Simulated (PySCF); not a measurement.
**One shape, several levels: [BH2F2]− (SMILES F[BH2-]F)**

Wanted: a comparison of 6 runs (B3LYP/STO-3G, M06-2X/STO-3G, r2SCAN/STO-3G, CCSDT/STO-3G, QCISD(T)/STO-3G, CCSD(T)/STO-3G) of [BH2F2]−. Input form: a Python script.

The results are computed with PySCF 2.14.0.

7 further runs of the same task are left out: 7 set aside as unsound or not needed.

**1. Starting point**

The species is [BH2F2]− (5 atoms), meant as a singlet with charge -1. As SMILES, `F[BH2-]F`. The B2–H4 distance was set to 2.696 Å, away from the relaxed value. At this shape a bond of the SMILES string is far longer than usual.

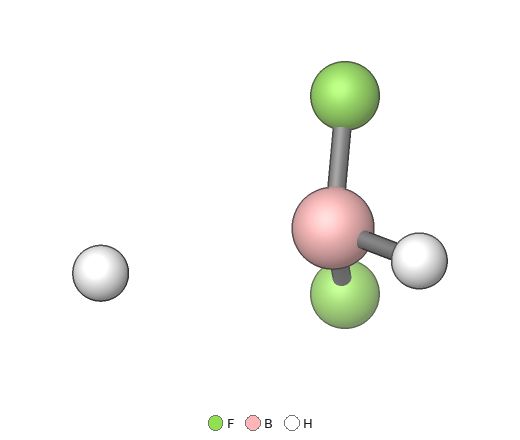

The structure, seen from a chosen angle (fluorine green, boron pink, hydrogen white).

**2. The energy at B3LYP/STO-3G (run 1)**

File calc.py:

```python
from pyscf import gto, dft

mol = gto.Mole()
mol.atom = '''
F   -0.930401   1.313713   1.658578
B    0.280099   0.703483   1.219308
F    0.654149  -0.258117   2.202068
H   -0.171950  -0.560090  -1.118950
H    1.154379   1.557863   1.140588
'''
mol.verbose = 3
mol.basis = 'sto-3g'
mol.charge = -1
mol.max_memory = 1860
mol.build()

calc0 = dft.RKS(mol, xc='b3lyp')
calc0.conv_tol = 1e-10
calc0.grids.level = 5
calc0.kernel()
if not calc0.converged:
    calc0 = calc0.newton().run(calc0.mo_coeff, calc0.mo_occ)

e_tot = calc0.e_tot
print('Final energy', e_tot)
```

Started as:

```sh
$ OMP_NUM_THREADS=1 python calc.py
```

What it wrote:

```text
converged SCF energy = -222.312191308597
Final energy -222.31219130859677
```

It took 4.8 s on 1 thread of Intel Xeon Platinum 8259CL at 2.50GHz (Skylake/Cascade Lake), shared host; peak memory 0.19 GiB.

**3. The energy at M06-2X/STO-3G (run 2)**

File mol.xyz:

```xyz
5
BF2H2
F     -0.930401     1.313713     1.658578
B      0.280099     0.703483     1.219308
F      0.654149    -0.258117     2.202068
H     -0.171950    -0.560090    -1.118950
H      1.154379     1.557863     1.140588
```

File job.py:

```python
from pyscf import gto, dft

mol = gto.M(
    atom='mol.xyz',
    spin=0,
    max_memory=1860,
    basis='sto-3g',
    verbose=3,
    charge=-1,
)

ks = dft.RKS(mol, xc='m06-2x')
ks.grids.level = 5
ks.conv_tol = 1e-10
ks.kernel()
if not ks.converged:
    ks = ks.newton().run(ks.mo_coeff, ks.mo_occ)

etot = ks.e_tot
print('E = %.10f Eh' % etot)
```

Started as:

```sh
$ OMP_NUM_THREADS=1 python job.py
```

What it wrote:

```text
converged SCF energy = -222.304374306232
E = -222.3043743062 Eh
```

It took 5.1 s on 1 thread of Intel Xeon Platinum 8259CL at 2.50GHz (Skylake/Cascade Lake), shared host; peak memory 0.2 GiB.

Runs 3 to 5 aren't shown in full; the table further down has their settings and results.

**4. A single-point energy at CCSD(T)/STO-3G (run 6)**

File input.xyz:

```xyz
5

F     -0.930401     1.313713     1.658578
B      0.280099     0.703483     1.219308
F      0.654149    -0.258117     2.202068
H     -0.171950    -0.560090    -1.118950
H      1.154379     1.557863     1.140588
```

File run.py:

```python
from pyscf import gto, scf, cc

system = gto.M(
    atom='input.xyz',
    spin=0,
    max_memory=1860,
    basis='sto-3g',
    verbose=4,
    charge=-1,
)

myscf = scf.RHF(system)
myscf.conv_tol = 1e-10
myscf.kernel()
if not myscf.converged:
    myscf = myscf.newton().run(myscf.mo_coeff, myscf.mo_occ)

mycc = cc.CCSD(myscf, frozen=3)
mycc.kernel()
e_t = mycc.ccsd_t()
etot = mycc.e_tot + e_t
print(f'total energy: {etot:.8f} hartree')
```

Started as:

```sh
$ OMP_NUM_THREADS=1 python run.py
```

What it wrote:

```text
PySCF version 2.14.0

[... 59 lines left out ...]
converged SCF energy = -221.31804908136
[... 12 lines left out ...]
Init t2, MP2 energy = -221.42154606177  E_corr(MP2) -0.103496980409743
[... 15 lines left out ...]
CCSD converged
[... 2 lines left out ...]
total energy: -221.46116322 hartree
```

It took 0.84 s on 1 thread of Intel Xeon Platinum 8259CL at 2.50GHz (Skylake/Cascade Lake), shared host; peak memory 0.1 GiB.

**5. All runs side by side**

```
run            level  integration grid  frozen core orbitals  energy (Eh)  HOMO energy (eV)  LUMO energy (eV)  HOMO–LUMO gap (eV)  wall time
  1     B3LYP/STO-3G                 5                     –  -222.312191              6.04              9.71                3.67      4.8 s
  2    M06-2X/STO-3G                 5                     –  -222.304374              4.86             10.68                5.82      5.1 s
  3    r2SCAN/STO-3G                 5                     –  -222.257130              6.70              9.25                2.55      6.9 s
  4     CCSDT/STO-3G                 –                     3  -221.460766              3.56             12.85                9.30      2.3 s
  5  QCISD(T)/STO-3G                 –                     3  -221.461092              3.56             12.85                9.30     0.95 s
  6   CCSD(T)/STO-3G                 –                     3  -221.461163              3.56             12.85                9.30     0.84 s
```

**6. Outcome**

```
                                                    quantity          value
                                         run 6: total energy  -221.46116 Eh
                  run 6: HOMO energy (Hartree–Fock orbitals)        3.56 eV
                  run 6: LUMO energy (Hartree–Fock orbitals)       12.85 eV
run 6: HOMO–LUMO gap (to an unbound level, set by the basis)        9.30 eV
          run 6: correlation energy (3 core orbitals frozen)     -143.1 mEh
                                       run 6: (T) correction      -7.32 mEh
                                        run 6: T1 diagnostic          0.050
```

In words: Over runs 1, 2, 3 the HOMO–LUMO gap runs from 2.55 eV (r2SCAN/STO-3G) to 5.82 eV (M06-2X/STO-3G). The empty levels of an anion lie above zero and hang on the basis. Totals of different functionals can't be ranked against each other. In runs 1, 2, 3, 4, 5, 6 the HOMO lies above zero, so the outermost electron may be held by the basis alone. In runs 5, 6 the T1 diagnostic is large, so a single reference may not serve. In runs 1, 2, 3, 4, 5, 6 the basis is minimal, so the values are rough. All runs together took 21 s, the longest 6.9 s.
